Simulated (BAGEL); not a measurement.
# One shape, several levels: triplet Si2NH6F

We compute a comparison of 4 runs (UHF/STO-3G, ROHF/6-31G*, UHF/6-31G*, ROHF/cc-pVDZ) of triplet Si2NH6F. 

The calculation is run with BAGEL 1.2.2.

1 further run of the same task is left out (set aside as unsound or not needed).

## 1. The system as given

Si2NH6F: 10 atoms, total charge 0, spin state triplet. As SMILES of the parent species, `F[SiH2]N[SiH3]`. The shape is that of a PBE0-D4/def2-TZVP optimisation. This is one conformer, not always the lowest. That shape belongs to the parent species and isn't relaxed for this state.

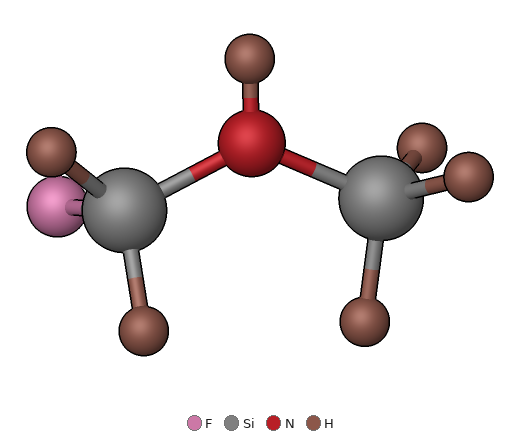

The structure, seen from a chosen angle (fluorine pink, silicon grey, nitrogen red, hydrogen brown).

## 2. The energy at UHF/STO-3G (density fitting with qzvpp-jkfit) (run 1)

input.json

```json
{ "bagel" : [

{
  "title" : "molecule",
  "basis" : "sto-3g",
  "df_basis" : "qzvpp-jkfit",
  "angstrom" : true,
  "geometry" : [
    { "atom" : "F", "xyz" : [      -1.561500,       0.994300,      -1.776700 ] },
    { "atom" : "Si", "xyz" : [      -0.375000,       1.301800,      -0.745900 ] },
    { "atom" : "N", "xyz" : [       0.514800,      -0.094800,      -0.335900 ] },
    { "atom" : "Si", "xyz" : [       0.194800,      -1.236100,       0.928700 ] },
    { "atom" : "H", "xyz" : [       0.517200,       2.267200,      -1.426700 ] },
    { "atom" : "H", "xyz" : [      -1.010100,       1.839400,       0.475900 ] },
    { "atom" : "H", "xyz" : [       1.264300,      -0.336200,      -0.970000 ] },
    { "atom" : "H", "xyz" : [       1.391500,      -1.422100,       1.791600 ] },
    { "atom" : "H", "xyz" : [      -0.186300,      -2.569800,       0.392000 ] },
    { "atom" : "H", "xyz" : [      -0.924400,      -0.683300,       1.730300 ] }
  ]
},

{ "title" : "uhf", "nopen" : 2 },

{ "title" : "print", "file" : "orbitals.molden", "orbitals" : true }

]}
```

Run with:

```sh
$ BAGEL_NUM_THREADS=1 BAGEL input.json > input.out
```

The log of the run:

```text
* using 1 threads per process

  ===============================================================
  ===============================================================

  *** Geometry ***

  { "atom" : "F", "xyz" : [     -2.950807,      1.878955,     -3.357476 ] },
  { "atom" : "Si", "xyz" : [     -0.708647,      2.460045,     -1.409547 ] },
  { "atom" : "N", "xyz" : [      0.972831,     -0.179146,     -0.634759 ] },
  { "atom" : "Si", "xyz" : [      0.368119,     -2.335890,      1.754989 ] },
  { "atom" : "H", "xyz" : [      0.977366,      4.284387,     -2.696072 ] },
  { "atom" : "H", "xyz" : [     -1.908812,      3.475962,      0.899321 ] },
  { "atom" : "H", "xyz" : [      2.389181,     -0.635326,     -1.833034 ] },
  { "atom" : "H", "xyz" : [      2.629554,     -2.687380,      3.385633 ] },
  { "atom" : "H", "xyz" : [     -0.352056,     -4.856218,      0.740773 ] },
  { "atom" : "H", "xyz" : [     -1.746863,     -1.291250,      3.269793 ] },

  Number of auxiliary basis functions:      518

  Since a DF basis is specified, we compute 2- and 3-index integrals:
    o Being stored without compression. Storage requirement is 0.005 GB

  Number of basis functions:       34
  Number of electrons      :       50

    * METHOD: MOLECULE                             0.21

  *** Open-shell HF ***

  === Nuclear Repulsion ===
   227.5472237080

      * DIIS with orbital gradients will be used.

  === UHF iteration (sto-3g) ===
      0       -726.08971048          0.02038075           0.06
      1       -726.18912079          0.00656371           0.06
      2       -726.20378081          0.00230349           0.06
      3       -726.20752961          0.00102682           0.06
      4       -726.20872637          0.00024547           0.06
      5       -726.20897429          0.00014415           0.06
      6       -726.20908601          0.00006506           0.06
      7       -726.20911403          0.00003021           0.06
      8       -726.20911796          0.00000942           0.06
      9       -726.20911819          0.00000417           0.06
     10       -726.20911825          0.00000238           0.06
     11       -726.20911828          0.00000114           0.06
     12       -726.20911828          0.00000046           0.06
     13       -726.20911828          0.00000021           0.06
     14       -726.20911828          0.00000013           0.06
     15       -726.20911828          0.00000004           0.06
     16       -726.20911828          0.00000001           0.06
     17       -726.20911828          0.00000001           0.06
    * SCF iteration converged.

    * S^2 (UHF) is 2.0046

    * Permanent dipole moment:
           (   -0.733303,    -0.100735,     0.207425) a.u.

    * METHOD: UHF                                  1.12

    * METHOD: PRINT                                0.00

  ===============================================================
```

It took 1.4 s on 1 thread of Arm Neoverse V1, shared host; peak memory 0.083 GiB.

## 3. A single-point energy at ROHF/6-31G(d) (density fitting with qzvpp-jkfit, spherical functions) (run 2)

hf.json

```json
{ "bagel": [

{
  "title": "molecule",
  "basis": "6-31gs.json",
  "df_basis": "qzvpp-jkfit",
  "angstrom": true,
  "geometry": [
    { "atom": "F", "xyz": [   -1.561500,    0.994300,   -1.776700 ] },
    { "atom": "Si", "xyz": [   -0.375000,    1.301800,   -0.745900 ] },
    { "atom": "N", "xyz": [    0.514800,   -0.094800,   -0.335900 ] },
    { "atom": "Si", "xyz": [    0.194800,   -1.236100,    0.928700 ] },
    { "atom": "H", "xyz": [    0.517200,    2.267200,   -1.426700 ] },
    { "atom": "H", "xyz": [   -1.010100,    1.839400,    0.475900 ] },
    { "atom": "H", "xyz": [    1.264300,   -0.336200,   -0.970000 ] },
    { "atom": "H", "xyz": [    1.391500,   -1.422100,    1.791600 ] },
    { "atom": "H", "xyz": [   -0.186300,   -2.569800,    0.392000 ] },
    { "atom": "H", "xyz": [   -0.924400,   -0.683300,    1.730300 ] }
  ]
},
{
  "title": "rohf",
  "nopen": 2
},
{
  "title": "print",
  "file": "orbitals.molden",
  "orbitals": true
}

]}
```

The basis set 6-31G* is read from a file made from the Basis Set Exchange's data (not shown).

Run with:

```sh
$ BAGEL_NUM_THREADS=1 BAGEL hf.json > hf.out
```

The log of the run:

```text
* using 1 threads per process

  ===============================================================
  ===============================================================

  *** Geometry ***

  { "atom" : "F", "xyz" : [     -2.950807,      1.878955,     -3.357476 ] },
  { "atom" : "Si", "xyz" : [     -0.708647,      2.460045,     -1.409547 ] },
  { "atom" : "N", "xyz" : [      0.972831,     -0.179146,     -0.634759 ] },
  { "atom" : "Si", "xyz" : [      0.368119,     -2.335890,      1.754989 ] },
  { "atom" : "H", "xyz" : [      0.977366,      4.284387,     -2.696072 ] },
  { "atom" : "H", "xyz" : [     -1.908812,      3.475962,      0.899321 ] },
  { "atom" : "H", "xyz" : [      2.389181,     -0.635326,     -1.833034 ] },
  { "atom" : "H", "xyz" : [      2.629554,     -2.687380,      3.385633 ] },
  { "atom" : "H", "xyz" : [     -0.352056,     -4.856218,      0.740773 ] },
  { "atom" : "H", "xyz" : [     -1.746863,     -1.291250,      3.269793 ] },

  Number of auxiliary basis functions:      518

  Since a DF basis is specified, we compute 2- and 3-index integrals:
    o Being stored without compression. Storage requirement is 0.024 GB

  Number of basis functions:       76
  Number of electrons      :       50

    * METHOD: MOLECULE                             0.29

  *** Open-shell HF ***

  === Nuclear Repulsion ===
   227.5472237080

      * DIIS with orbital gradients will be used.

  === ROHF iteration (6-31gs.json) ===
      0       -734.72216662          0.04412790           0.15
      1       -734.87339896          0.03575054           0.14
      2       -734.94385589          0.02608980           0.14
      3       -735.04229574          0.00487126           0.14
      4       -735.05253692          0.00328891           0.15
      5       -735.06185073          0.00189864           0.14
[... 19 lines of this table left out ...]
     25       -735.06744850          0.00000001           0.13
     26       -735.06744850          0.00000001           0.14
    * SCF iteration converged.

    * S^2 (ROHF) is 2.0000

    * Permanent dipole moment:
           (   -0.426823,    -0.759115,     0.088569) a.u.

    * METHOD: ROHF                                 3.99

    * METHOD: PRINT                                0.02

  ===============================================================
```

Wall time 4.5 s (1 thread of Arm Neoverse V1, shared host); peak memory 0.12 GiB.

Run 3 isn't shown in full; the table further down has it.

## 4. A single-point energy at ROHF/cc-pVDZ (density fitting with qzvpp-jkfit) (run 4)

input.json, as its differences from that of step 2:

```diff
@@ -4,3 +4,3 @@
   "title" : "molecule",
-  "basis" : "sto-3g",
+  "basis" : "cc-pvdz.json",
   "df_basis" : "qzvpp-jkfit",
@@ -21,3 +21,3 @@
 
-{ "title" : "uhf", "nopen" : 2 },
+{ "title" : "rohf", "nopen" : 2 },
```

The basis set cc-pVDZ is read from a file made from the Basis Set Exchange's data (not shown).

Run with:

```sh
$ BAGEL_NUM_THREADS=1 BAGEL input.json > input.out
```

The log of the run:

```text
* using 1 threads per process

  ===============================================================
  ===============================================================

  *** Geometry ***

  { "atom" : "F", "xyz" : [     -2.950807,      1.878955,     -3.357476 ] },
  { "atom" : "Si", "xyz" : [     -0.708647,      2.460045,     -1.409547 ] },
  { "atom" : "N", "xyz" : [      0.972831,     -0.179146,     -0.634759 ] },
  { "atom" : "Si", "xyz" : [      0.368119,     -2.335890,      1.754989 ] },
  { "atom" : "H", "xyz" : [      0.977366,      4.284387,     -2.696072 ] },
  { "atom" : "H", "xyz" : [     -1.908812,      3.475962,      0.899321 ] },
  { "atom" : "H", "xyz" : [      2.389181,     -0.635326,     -1.833034 ] },
  { "atom" : "H", "xyz" : [      2.629554,     -2.687380,      3.385633 ] },
  { "atom" : "H", "xyz" : [     -0.352056,     -4.856218,      0.740773 ] },
  { "atom" : "H", "xyz" : [     -1.746863,     -1.291250,      3.269793 ] },

  Number of auxiliary basis functions:      518

  Since a DF basis is specified, we compute 2- and 3-index integrals:
    o Being stored without compression. Storage requirement is 0.037 GB

  Number of basis functions:       94
  Number of electrons      :       50

    * METHOD: MOLECULE                             0.30

  *** Open-shell HF ***

  === Nuclear Repulsion ===
   227.5472237080

      * DIIS with orbital gradients will be used.

  === ROHF iteration (cc-pvdz.json) ===
      0       -734.70161191          0.03162773           0.18
      1       -734.85837227          0.03007347           0.18
      2       -734.92958413          0.02256370           0.18
      3       -735.06824705          0.00438419           0.18
      4       -735.08070653          0.00298728           0.18
      5       -735.08996191          0.00214641           0.18
[... 19 lines of this table left out ...]
     25       -735.09951578          0.00000001           0.17
     26       -735.09951578          0.00000001           0.19
    * SCF iteration converged.

    * S^2 (ROHF) is 2.0000

    * Permanent dipole moment:
           (   -0.181259,    -0.565712,    -0.406484) a.u.

    * METHOD: ROHF                                 5.08

    * METHOD: PRINT                                0.02

  ===============================================================
```

Wall time 5.7 s (1 thread of Arm Neoverse V1, shared host); peak memory 0.14 GiB.

## 5. The series

| run | level | energy (Eh) | dipole moment (D) | ⟨S²⟩ | wall time |
| --- | --- | --- | --- | --- | --- |
| 1 | UHF/STO-3G (density fitting with qzvpp-jkfit) | -726.209118 | 1.95 | 2.005 | 1.4 s |
| 2 | ROHF/6-31G* (density fitting with qzvpp-jkfit, spherical functions) | -735.067448 | 2.22 | 2.000 | 4.5 s |
| 3 | UHF/6-31G* (density fitting with qzvpp-jkfit, spherical functions) | -735.072701 | 2.30 | 2.010 | 4.8 s |
| 4 | ROHF/cc-pVDZ (density fitting with qzvpp-jkfit) | -735.099516 | 1.83 | 2.000 | 5.7 s |

## 6. What came out

| quantity | value |
| --- | --- |
| run 4: total energy | -735.09952 Eh |
| run 4: dipole moment | 1.83 D |
| run 4: ⟨S²⟩ | 2.000 |

What this shows: The dipole moment (its size) runs from 1.83 D (ROHF/cc-pVDZ) to 2.30 D (UHF/6-31G*). The two ends differ in method and basis. In run 1 the basis is minimal, so the values are rough. All runs together took 17 s, the longest 5.7 s.
